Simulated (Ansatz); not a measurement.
# Cl2H5NOSi (built from SMILES N[SiH](Cl)Cl.O): search for a transition state, part 1 of 2

Is there a first-order saddle for this four-centre ligand exchange, which should form Si1–O7, N2–H6 and break Si1–N2, H6–O7, and which two structures does it connect?

Computed with Ansatz 0.2.0, Gaussian basis. Level: PBE0-D4, def2-SVP first, then def2-TZVP.

152 further runs of the same task are left out: 152 set aside as unsound or not needed. Runs told in other sessions of the task aren't counted.

## Step 1: The starting structure

The guess: 10 atoms, charge 0, spin multiplicity 1.

Atoms are counted from 1 here; the program's logs count them from 0.

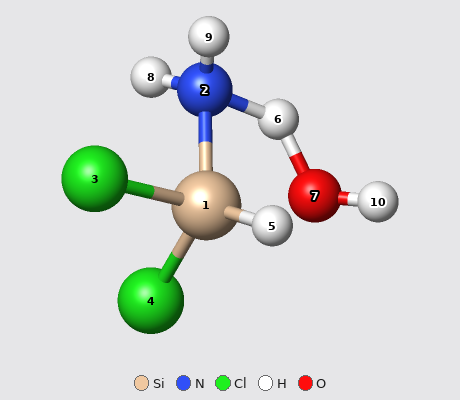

As it starts; silicon light orange, nitrogen blue, chlorine green, hydrogen white, oxygen red; atoms are numbered from 1 in the order of the file.

As a file:

```mol
Cl2H5NOSi
  3D, bonds by distance, orders not assigned

 10  9  0  0  0  0  0  0  0  0999 V2000
   -0.6478   -0.4619   -0.2273 Si  0  0
    1.1436    0.0019   -0.1349 N   0  0
   -0.3531   -1.9850   -1.6667 Cl  0  0
   -1.2248   -1.5536    1.3528 Cl  0  0
   -1.5540    0.3342   -1.0359 H   0  0
    0.6771    0.9427    0.5875 H   0  0
   -0.4712    1.1576    0.9860 O   0  0
    1.7423   -0.6735    0.3264 H   0  0
    1.5760    0.2329   -1.0204 H   0  0
   -0.8881    2.0047    0.8324 H   0  0
  1  2  8  0
  1  3  8  0
  1  4  8  0
  1  5  8  0
  2  6  8  0
  2  8  8  0
  2  9  8  0
  6  7  8  0
  7 10  8  0
M  END
```

Distances that are to change: Si1–O7 2.03 Å, N2–H6 1.27 Å, Si1–N2 1.85 Å, H6–O7 1.23 Å.

## Step 2: Constrained relaxation of the guess

hold/in.yaml reads:

```yaml
crystal:
  periodic: [false, false, false]
  atoms:
    - {symbol: Si, position_ang: [-0.647800, -0.461900, -0.227300]}
    - {symbol: N, position_ang: [1.143600, 0.001900, -0.134900]}
    - {symbol: Cl, position_ang: [-0.353100, -1.985000, -1.666700]}
    - {symbol: Cl, position_ang: [-1.224800, -1.553600, 1.352800]}
    - {symbol: H, position_ang: [-1.554000, 0.334200, -1.035900]}
    - {symbol: H, position_ang: [0.677100, 0.942700, 0.587500]}
    - {symbol: O, position_ang: [-0.471200, 1.157600, 0.986000]}
    - {symbol: H, position_ang: [1.742300, -0.673500, 0.326400]}
    - {symbol: H, position_ang: [1.576000, 0.232900, -1.020400]}
    - {symbol: H, position_ang: [-0.888100, 2.004700, 0.832400]}
basis:
  gaussian: {orbitals: def2-SVP}
hamiltonian: {xc: pbe0, dispersion: d4}
relax: {f_tol: 0.04, max_steps: 150, escape_saddle: false, constraints: [{distance: [0, 6]}, {distance: [1, 5]}, {distance: [0, 1]}, {distance: [5, 6]}]}
```

The run is started by

```
> ansatz run in.yaml --threads 8 --pin off --events-out ev --progress --plain --max-ram 19148MiB
```

Standard output, shortened:

```text
Functional definition: PBE0
  name "PBE0"
  cite "Adamo & Barone, J. Chem. Phys. 110, 6158 (1999) doi:10.1063/1.478522"
  cite "Perdew, Burke & Ernzerhof, Phys. Rev. Lett. 77, 3865 (1996) doi:10.1103/PhysRevLett.77.3865"
  parent pbe
[...]
1091 factors; integrals over basis functions are off by at most 3.4e-4 eV
[...]
mean field -36515.76015323 eV, -1341.9294343602 hartree, gradient 2.1e-5 eV, S^2 0.000000; 0 other end points of the search recorded, 0 dependent functions left out
[...]
reference -36515.76017633 eV, -1341.9294352089 hartree; 34, 34 occupied and 73, 73 virtual orbitals, 1091 factors
relax step   1: F+E_penalty+E_count = -36515.99632751 eV  Δ(F+E_penalty+E_count) = +0.000e0 eV  max|allowed force component| = 8.669e-1 eV/Å  Δτ_max = 0.0000 Å  (25 SCF iters, accepted)
[...]
relax step   5: F+E_penalty+E_count = -36516.07392961 eV  Δ(F+E_penalty+E_count) = -1.035e-3 eV  max|allowed force component| = 5.184e-2 eV/Å  Δτ_max = 0.0130 Å  (24 SCF iters, accepted)
[...]
relax step   6: F+E_penalty+E_count = -36516.07494096 eV  Δ(F+E_penalty+E_count) = -1.011e-3 eV  max|allowed force component| = 2.169e-2 eV/Å  Δτ_max = 0.0248 Å  (25 SCF iters, accepted)
  distance Si 0 - O 6 held at 2.031272 Å   reaction = +4.0903e-1 eV/Å
  distance N 1 - H 5 held at 1.274594 Å   reaction = -7.3694e-2 eV/Å
  distance Si 0 - N 1 held at 1.852771 Å   reaction = -3.6557e-2 eV/Å
  distance H 5 - O 6 held at 1.234333 Å   reaction = +4.2434e-1 eV/Å
1091 factors; integrals over basis functions are off by at most 3.5e-4 eV
mean field -36515.84028391 eV, -1341.9323791083 hartree, gradient 8.2e-5 eV, S^2 0.000000; 1 other end points of the search recorded, 0 dependent functions left out
[...]
reference -36515.84030703 eV, -1341.9323799578 hartree; 34, 34 occupied and 73, 73 virtual orbitals, 1091 factors
Total energy: -36516.07496407 eV, -1341.9410034451 hartree
Atom 0 at    -0.622642    -0.432019    -0.215725 Å, force     0.005336     0.317731     0.238679 eV/Å
Atom 1 at     1.171551     0.020024    -0.119337 Å, force     0.069644    -0.030746    -0.052724 eV/Å
Atom 2 at    -0.371125    -1.950738    -1.699103 Å, force    -0.006813     0.001103     0.004122 eV/Å
Atom 3 at    -1.206411    -1.602720     1.374309 Å, force    -0.002084    -0.021686     0.017007 eV/Å
Atom 4 at    -1.589829     0.373297    -0.995190 Å, force    -0.010449     0.004586    -0.014217 eV/Å
Atom 5 at     0.673513     0.963426     0.578186 Å, force    -0.421864     0.119678     0.200388 eV/Å
Atom 6 at    -0.459447     1.170032     1.022364 Å, force     0.351249    -0.395744    -0.401007 eV/Å
Atom 7 at     1.729777    -0.692141     0.354388 Å, force    -0.003364    -0.000519     0.015223 eV/Å
Atom 8 at     1.598982     0.188591    -1.030146 Å, force     0.008212    -0.000335    -0.007940 eV/Å
Atom 9 at    -0.924369     1.962247     0.730155 Å, force     0.010134     0.005932     0.000469 eV/Å
Dipole moment:     0.551978     0.681907    -0.095181 e Å
```

Wall time 17 s (8 threads of Oxide Virtual Turin-like, shared host).

Along the way:

| step | energy from step 1 (eV) | largest force component (eV/Å) |
| --- | --- | --- |
| 1 | 0.0000 | 0.8669 |
| 2 | -0.0681 | 0.1206 |
| 3 | -0.0744 | 0.0860 |
| 4 | -0.0766 | 0.0779 |
| 5 | -0.0776 | 0.0518 |
| 6 | -0.0786 | 0.0217 |

Close pairs (by a distance rule), those that changed most:

| bond | before (Å) | after (Å) | change (Å) |
| --- | --- | --- | --- |
| Si1–Cl4 | 2.005 | 2.059 | +0.054 |
| Si1–H5 | 1.452 | 1.480 | +0.028 |
| Si1–Cl3 | 2.116 | 2.138 | +0.022 |
| N2–H9 | 1.012 | 1.020 | +0.008 |
| N2–H8 | 1.014 | 1.021 | +0.008 |
| O7–H10 | 0.957 | 0.964 | +0.007 |
| N2–H6 | 1.275 | 1.275 | +0.000 |
| Si1–N2 | 1.853 | 1.853 | +0.000 |

## Step 3: Force constants to start from

hessian/in.yaml reads:

```yaml
crystal:
  periodic: [false, false, false]
  atoms:
    - {symbol: Si, position_ang: [-0.622642, -0.432019, -0.215725]}
    - {symbol: N, position_ang: [1.171551, 0.020024, -0.119337]}
    - {symbol: Cl, position_ang: [-0.371125, -1.950738, -1.699103]}
    - {symbol: Cl, position_ang: [-1.206411, -1.602720, 1.374309]}
    - {symbol: H, position_ang: [-1.589829, 0.373297, -0.995190]}
    - {symbol: H, position_ang: [0.673513, 0.963426, 0.578186]}
    - {symbol: O, position_ang: [-0.459447, 1.170032, 1.022364]}
    - {symbol: H, position_ang: [1.729777, -0.692141, 0.354388]}
    - {symbol: H, position_ang: [1.598982, 0.188591, -1.030146]}
    - {symbol: H, position_ang: [-0.924369, 1.962247, 0.730155]}
basis:
  gaussian: {orbitals: def2-SVP}
hamiltonian: {xc: pbe0, dispersion: d4}
phonons: {}
scf: {lower_state_search: off}
```

The run is started by

```
> ansatz run in.yaml --threads 8 --pin off --events-out ev --progress --plain --max-ram 19148MiB
```

Standard output, shortened:

```text
[... 5 set-up lines as earlier in the session ...]
[...]
1093 factors; integrals over basis functions are off by at most 3.5e-4 eV
[...]
mean field -36515.84028596 eV, -1341.9323791835 hartree, gradient 4.6e-6 eV, S^2 0.000000; 0 other end points of the search recorded, 0 dependent functions left out
[...]
reference -36515.84030909 eV, -1341.9323800336 hartree; 34, 34 occupied and 73, 73 virtual orbitals, 1093 factors
[... from here to the last solve, the lines of the solves are left out (59 solves) ...]
1093 factors; integrals over basis functions are off by at most 3.5e-4 eV
mean field -36515.84026529 eV, -1341.9323784240 hartree, gradient 1.4e-6 eV, S^2 0.000000; 0 other end points of the search recorded, 0 dependent functions left out
[...]
WARN: phonons: modes at or below zero, which the zero-point energy, F, S and C_V leave out: 1, the lowest at -1120.72 cm⁻¹. A minimum has none, and a first-order saddle one
[...]
Atom 3 at    -1.206411    -1.602720     1.374309 Å, force    -0.002081    -0.021669     0.016978 eV/Å
Atom 4 at    -1.589829     0.373297    -0.995190 Å, force    -0.010472     0.004580    -0.014218 eV/Å
Atom 5 at     0.673513     0.963426     0.578186 Å, force    -0.421888     0.119667     0.200381 eV/Å
Atom 6 at    -0.459447     1.170032     1.022364 Å, force     0.351301    -0.395758    -0.401012 eV/Å
Atom 7 at     1.729777    -0.692141     0.354388 Å, force    -0.003393    -0.000494     0.015207 eV/Å
Atom 8 at     1.598982     0.188591    -1.030146 Å, force     0.008220    -0.000337    -0.007934 eV/Å
Atom 9 at    -0.924369     1.962247     0.730155 Å, force     0.010109     0.005952     0.000482 eV/Å
Dipole moment:     0.551979     0.681906    -0.095180 e Å
Vibrations: -1120.72 113.22 183.95 214.70 257.34 285.42 355.01 468.58 511.42 530.14 564.46 703.20 755.69 777.30 875.42 900.12 1031.77 1509.83 1574.02 1868.43 2271.39 3535.80 3625.02 3894.05 cm⁻¹, zero-point energy 1.661778 eV
Checks for a lower state left out: stability, starts, cluster_reference, orbital_swaps, neighbouring_geometries, increment
```

It took 83 s on 8 threads of Oxide Virtual Turin-like, shared host.

The structure is not stationary yet, so these wavenumbers are no spectrum; the search needs only the force constants.

## Step 4: Saddle search in the small basis

A small driver takes partitioned rational-function steps: uphill along one mode, downhill along the rest. It calls the program once a step for energy and forces and updates the Hessian by Bofill's formula. It stops when the largest force is under 0.04 eV/Å and the followed curvature is negative. The first step's input:

presaddle/in.yaml reads:

```yaml
crystal:
  periodic: [false, false, false]
  atoms:
    - {symbol: Si, position_ang: [-0.622642, -0.432019, -0.215725]}
    - {symbol: N, position_ang: [1.171551, 0.020024, -0.119337]}
    - {symbol: Cl, position_ang: [-0.371125, -1.950738, -1.699103]}
    - {symbol: Cl, position_ang: [-1.206411, -1.602720, 1.374309]}
    - {symbol: H, position_ang: [-1.589829, 0.373297, -0.995190]}
    - {symbol: H, position_ang: [0.673513, 0.963426, 0.578186]}
    - {symbol: O, position_ang: [-0.459447, 1.170032, 1.022364]}
    - {symbol: H, position_ang: [1.729777, -0.692141, 0.354388]}
    - {symbol: H, position_ang: [1.598982, 0.188591, -1.030146]}
    - {symbol: H, position_ang: [-0.924369, 1.962247, 0.730155]}
basis:
  gaussian: {orbitals: def2-SVP}
hamiltonian: {xc: pbe0, dispersion: d4}
output: {forces: true}
scf: {lower_state_search: off}
```

The run is started by

```
> ansatz run in.yaml --threads 8 --pin off --events-out ev --progress --plain --max-ram 19148MiB
```

The driver's record:

| step | energy (eV) | largest force (eV/Å) | followed curvature (eV/Å²) |
| --- | --- | --- | --- |
| 1 | -36516.07495 | 0.4219 | -8.01 |
| 2 | -36516.09707 | 0.2529 | -7.90 |
| 3 | -36516.09805 | 0.0512 | -7.93 |
| 4 | -36516.09845 | 0.0251 | -7.92 |

The 4 steps took 6.9 s in all (8 threads of Oxide Virtual Turin-like, shared host).

## Step 5: Saddle search in triple zeta

A small driver takes partitioned rational-function steps: uphill along one mode, downhill along the rest. It calls the program once a step for energy and forces and updates the Hessian by Bofill's formula. It stops when the largest force is under 0.01 eV/Å and the followed curvature is negative. The first step's input:

saddle/in.yaml reads:

```yaml
crystal:
  periodic: [false, false, false]
  atoms:
    - {symbol: Si, position_ang: [-0.625511, -0.398451, -0.200888]}
    - {symbol: N, position_ang: [1.190419, 0.020351, -0.116612]}
    - {symbol: Cl, position_ang: [-0.376191, -1.918823, -1.694289]}
    - {symbol: Cl, position_ang: [-1.203059, -1.596566, 1.379208]}
    - {symbol: H, position_ang: [-1.617654, 0.372846, -0.990483]}
    - {symbol: H, position_ang: [0.682703, 0.969219, 0.566202]}
    - {symbol: O, position_ang: [-0.452671, 1.144819, 0.973934]}
    - {symbol: H, position_ang: [1.732392, -0.696523, 0.368542]}
    - {symbol: H, position_ang: [1.621998, 0.167564, -1.028820]}
    - {symbol: H, position_ang: [-0.952425, 1.935564, 0.743105]}
basis:
  gaussian: {orbitals: def2-TZVP}
hamiltonian: {xc: pbe0, dispersion: d4}
output: {forces: true}
scf: {lower_state_search: off}
```

The run is started by

```
> ansatz run in.yaml --threads 8 --pin off --events-out ev --progress --plain --max-ram 19148MiB
```

The driver's record:

| step | energy (eV) | largest force (eV/Å) | followed curvature (eV/Å²) |
| --- | --- | --- | --- |
| 1 | -36531.98666 | 0.2579 | -7.92 |
| 2 | -36531.99587 | 0.0561 | -7.95 |
| 3 | -36531.99602 | 0.0924 | -7.96 |
| 4 | -36531.99640 | 0.0052 | -7.96 |

The 4 steps took 13 s in all (8 threads of Oxide Virtual Turin-like, shared host).

The point found:

| atom | x (Å) | y (Å) | z (Å) |
| --- | --- | --- | --- |
| Si1 | -0.60916 | -0.40475 | -0.19456 |
| N2 | 1.18135 | 0.02049 | -0.12625 |
| Cl3 | -0.38583 | -1.93018 | -1.68154 |
| Cl4 | -1.22183 | -1.58641 | 1.36471 |
| H5 | -1.57234 | 0.37712 | -0.99236 |
| H6 | 0.67092 | 0.97572 | 0.56011 |
| O7 | -0.44836 | 1.13653 | 0.99307 |
| H8 | 1.73315 | -0.67428 | 0.36552 |
| H9 | 1.60132 | 0.16835 | -1.03622 |
| H10 | -0.94920 | 1.91741 | 0.74742 |

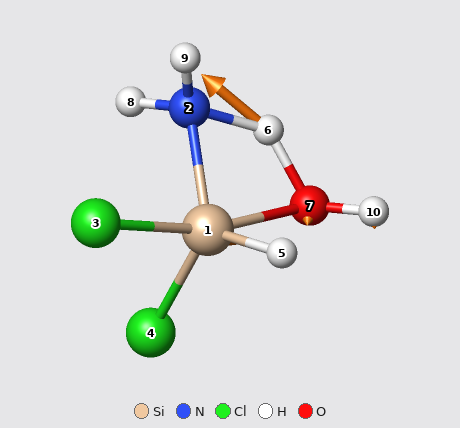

The point found; arrows show the followed mode. Pairs that react are joined by broken lines, hidden where the pair is close enough to be drawn as a bond.

## Step 6: Vibrations at the point found

vib/in.yaml reads:

```yaml
crystal:
  periodic: [false, false, false]
  atoms:
    - {symbol: Si, position_ang: [-0.609160, -0.404755, -0.194561]}
    - {symbol: N, position_ang: [1.181345, 0.020492, -0.126254]}
    - {symbol: Cl, position_ang: [-0.385834, -1.930184, -1.681536]}
    - {symbol: Cl, position_ang: [-1.221827, -1.586407, 1.364711]}
    - {symbol: H, position_ang: [-1.572341, 0.377122, -0.992356]}
    - {symbol: H, position_ang: [0.670916, 0.975718, 0.560107]}
    - {symbol: O, position_ang: [-0.448365, 1.136534, 0.993070]}
    - {symbol: H, position_ang: [1.733149, -0.674280, 0.365516]}
    - {symbol: H, position_ang: [1.601319, 0.168347, -1.036221]}
    - {symbol: H, position_ang: [-0.949203, 1.917413, 0.747422]}
basis:
  gaussian: {orbitals: def2-TZVP}
hamiltonian: {xc: pbe0, dispersion: d4}
phonons: {temperatures: {t_min: 298.15, t_max: 900, t_step: 200}}
```

The run is started by

```
> ansatz run in.yaml --threads 8 --pin off --events-out ev --progress --plain --max-ram 19148MiB
```

Standard output, shortened:

```text
[... 5 set-up lines as earlier in the session ...]
[...]
1330 factors; their error is unknown
[...]
mean field -36531.76030864 eV, -1342.5174292259 hartree, gradient 1.8e-5 eV, S^2 0.000000; 0 other end points of the search recorded, 0 dependent functions left out
[...]
reference -36531.76033832 eV, -1342.5174303167 hartree; 34, 34 occupied and 169, 169 virtual orbitals, 1330 factors
[... from here to the last solve, the lines of the solves are left out (59 solves) ...]
1330 factors; their error is unknown
mean field -36531.76029022 eV, -1342.5174285489 hartree, gradient 1.8e-6 eV, S^2 0.000000; 0 other end points of the search recorded, 0 dependent functions left out
[...]
WARN: phonons: modes at or below zero, which the zero-point energy, F, S and C_V leave out: 1, the lowest at -1169.77 cm⁻¹. A minimum has none, and a first-order saddle one
[...]
Atom 2 at    -0.385834    -1.930184    -1.681536 Å, force     0.000399    -0.001433    -0.001060 eV/Å
Atom 3 at    -1.221827    -1.586407     1.364711 Å, force     0.000536     0.000128    -0.000874 eV/Å
Atom 4 at    -1.572341     0.377122    -0.992356 Å, force    -0.001328     0.000926    -0.001084 eV/Å
Atom 5 at     0.670916     0.975718     0.560107 Å, force     0.000325     0.000840     0.001626 eV/Å
Atom 6 at    -0.448365     1.136534     0.993070 Å, force     0.003703     0.000068    -0.001561 eV/Å
Atom 7 at     1.733149    -0.674280     0.365516 Å, force     0.000391    -0.001993     0.000319 eV/Å
Atom 8 at     1.601319     0.168347    -1.036221 Å, force    -0.000286    -0.000005     0.001698 eV/Å
Atom 9 at    -0.949203     1.917413     0.747422 Å, force    -0.005150     0.002822     0.001116 eV/Å
Dipole moment:     0.528103     0.742768    -0.002852 e Å
Vibrations: -1169.77 105.20 182.58 222.38 259.40 293.47 353.51 478.26 498.61 518.98 569.71 709.76 774.26 792.51 876.44 907.27 1049.11 1514.70 1580.12 1891.57 2250.29 3533.11 3618.70 3895.97 cm⁻¹, zero-point energy 1.666094 eV
```

Wall time 2.4 min (8 threads of Oxide Virtual Turin-like, shared host); peak memory 0.64 GiB.

The modes, with what each moves most:

| mode | wavenumber (cm⁻¹) | character |
| --- | --- | --- |
| 1 | 1170i | changes N2–H6, H6–O7 |
| 2 | 105 | torsion |
| 3 | 183 | bend with torsion |
| 4 | 222 | torsion with bend |
| 5 | 259 | torsion with bend |
| 6 | 293 | torsion |
| 7 | 354 | Si–Cl and Si–O stretch |
| 8 | 478 | torsion with bend |
| 9 | 499 | Si–Cl and Si–O stretch |
| 10 | 519 | Si–Cl stretch |
| 11 | 570 | bend with torsion |
| 12 | 710 | bend with wag or twist |
| 13 | 774 | bend with Si–N stretch |
| 14 | 793 | wag or twist with bend |
| 15 | 876 | bend with wag or twist |
| 16 | 907 | wag or twist with bend |
| 17 | 1049 | wag or twist with bend |
| 18 | 1515 | bend |
| 19 | 1580 | bend |
| 20 | 1892 | bend |
| 21 | 2250 | Si–H stretch |
| 22 | 3533 | N–H stretch |
| 23 | 3619 | N–H stretch |
| 24 | 3896 | O–H stretch |

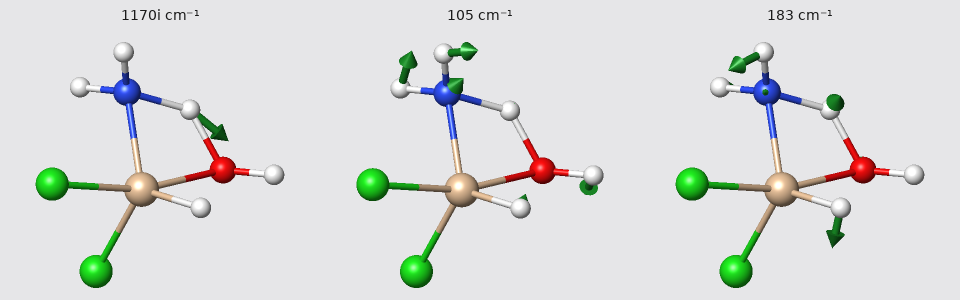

How the atoms move in 3 of the modes.

Vibrational sums (real modes only):

| T (K) | entropy (J/mol/K) | heat capacity (J/mol/K) |
| --- | --- | --- |
| 298 | 64.8 | 80.1 |
| 498 | 114.2 | 112.0 |
| 698 | 155.2 | 130.6 |
| 898 | 189.7 | 143.2 |

## Step 7: Relaxing after a step of 0.30 Å one way along the mode

downa/in.yaml reads:

```yaml
crystal:
  periodic: [false, false, false]
  atoms:
    - {symbol: Si, position_ang: [-0.677288, -0.325252, -0.134728]}
    - {symbol: N, position_ang: [1.182687, 0.056321, -0.092595]}
    - {symbol: Cl, position_ang: [-0.365939, -1.888555, -1.644353]}
    - {symbol: Cl, position_ang: [-1.227933, -1.601958, 1.375349]}
    - {symbol: H, position_ang: [-1.606475, 0.382962, -1.024263]}
    - {symbol: H, position_ang: [0.904363, 0.829544, 0.441214]}
    - {symbol: O, position_ang: [-0.523420, 1.099635, 0.955037]}
    - {symbol: H, position_ang: [1.730411, -0.654930, 0.384013]}
    - {symbol: H, position_ang: [1.590679, 0.205021, -1.012610]}
    - {symbol: H, position_ang: [-1.007084, 1.897212, 0.752836]}
basis:
  gaussian: {orbitals: def2-TZVP}
hamiltonian: {xc: pbe0, dispersion: d4}
relax: {f_tol: 0.005, max_steps: 200}
```

The run is started by

```
> ansatz run in.yaml --threads 8 --pin off --events-out ev --progress --plain --max-ram 19148MiB
```

Standard output, shortened:

```text
[... 5 set-up lines as earlier in the session ...]
[...]
1330 factors; their error is unknown
[...]
mean field -36531.93722541 eV, -1342.5239307974 hartree, gradient 2.8e-5 eV, S^2 0.000000; 0 other end points of the search recorded, 0 dependent functions left out
[...]
reference -36531.93725506 eV, -1342.5239318870 hartree; 34, 34 occupied and 169, 169 virtual orbitals, 1330 factors
relax step   1: F+E_penalty+E_count = -36532.17568709 eV  Δ(F+E_penalty+E_count) = +0.000e0 eV  max|allowed force component| = 3.203e0 eV/Å  Δτ_max = 0.0000 Å  (28 SCF iters, accepted)
[...]
Atom 0 at    -0.768236    -0.168970    -0.096818 Å, force    -0.000702    -0.002567    -0.000253 eV/Å
Atom 1 at     1.260033    -0.140611     0.115243 Å, force    -0.000542    -0.000048     0.000027 eV/Å
Atom 2 at    -0.379490    -1.086355    -1.954166 Å, force    -0.000236     0.000513     0.000392 eV/Å
Atom 3 at    -0.743341    -1.452943     1.574509 Å, force    -0.000187     0.001016    -0.000353 eV/Å
Atom 4 at    -2.250545    -0.179135    -0.250782 Å, force     0.000040     0.000448     0.000183 eV/Å
Atom 5 at     1.496543     0.265426     1.014830 Å, force     0.001000    -0.000306    -0.000073 eV/Å
Atom 6 at    -0.545691     1.467218     0.096263 Å, force     0.000850    -0.002068    -0.000161 eV/Å
Atom 7 at     1.643568    -1.077447     0.060799 Å, force     0.000516     0.000488    -0.000273 eV/Å
Atom 8 at     1.665517     0.429567    -0.619965 Å, force     0.000791     0.000359     0.000642 eV/Å
Atom 9 at    -1.378358     1.943250     0.059986 Å, force    -0.001531     0.002165    -0.000130 eV/Å
Dipole moment:     0.732655     0.419922     0.119194 e Å
```

It took 47 s on 8 threads of Oxide Virtual Turin-like, shared host.

Relaxation path:

| step | energy from step 1 (eV) | largest force component (eV/Å) |
| --- | --- | --- |
| 1 | 0.0000 | 3.2027 |
| 2 | -0.2860 | 1.0883 |
| 3 | -0.4430 | 1.4815 |
| 4 | -0.5470 | 2.1177 |
| 5 | -0.7355 | 0.8720 |
| 6 | -0.8402 | 0.5854 |
| 7 | -0.9449 | 0.2938 |
| 8 | -1.0597 | 0.4354 |
| 9 | -1.1336 | 0.4993 |
| 10 | -1.1711 | 0.3137 |
| 11 | -1.1728 | 0.1995 |
| 12 | -1.1762 | 0.2338 |
| 13 | -1.1795 | 0.0230 |
| 14 | -1.1797 | 0.0309 |
| 15 | -1.1797 | 0.0026 |

Distances of close pairs at the start and the end, largest changes first:

| bond | before (Å) | after (Å) | change (Å) |
| --- | --- | --- | --- |
| Si1–N2 | 1.899 | 2.040 | +0.140 |
| Si1–O7 | 1.800 | 1.663 | -0.138 |
| Si1–Cl3 | 2.195 | 2.108 | -0.088 |
| Si1–Cl4 | 2.053 | 2.108 | +0.055 |
| N2–H6 | 0.980 | 1.015 | +0.035 |
| Si1–H5 | 1.468 | 1.490 | +0.022 |
| O7–H10 | 0.954 | 0.960 | +0.005 |
| N2–H8 | 1.016 | 1.014 | -0.003 |

(Continued in part 2 of 2.)
